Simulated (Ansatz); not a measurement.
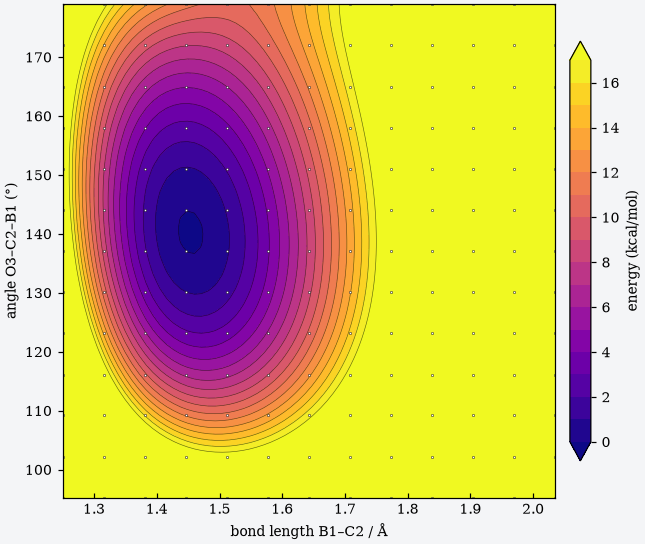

CHBO, SMILES B#CO. 
- First axis: bond length B1–C2. Second axis: angle O3–C2–B1.
- Nothing is relaxed (all other coordinates rigid).
- The scan uses a 13 × 13 grid.
- Points are written as (first, second).
- Energies: kcal/mol, counted from the lowest grid point.
- Computed with Ansatz, RKS r2SCAN-D4/def2-TZVP.

Drawn: filled contours, dots at the grid points, one colour for all values above the top of the scale. Between grid points the surface is interpolated.

### Where is the minimum, and how stiff is the well along each coordinate?

The interpolated minimum is at bond length B1–C2 ≈ 1.454 Å, angle O3–C2–B1 ≈ 140.2°. The curvatures there are about 29 eV/Å² and 2.8 eV/rad², with a cross term of about 1.2 eV/(Å·rad). Round the minimum the two coordinates are weakly coupled (coupling 0.14 in units of the two stiffnesses). (1 eV is 23.1 kcal/mol.)
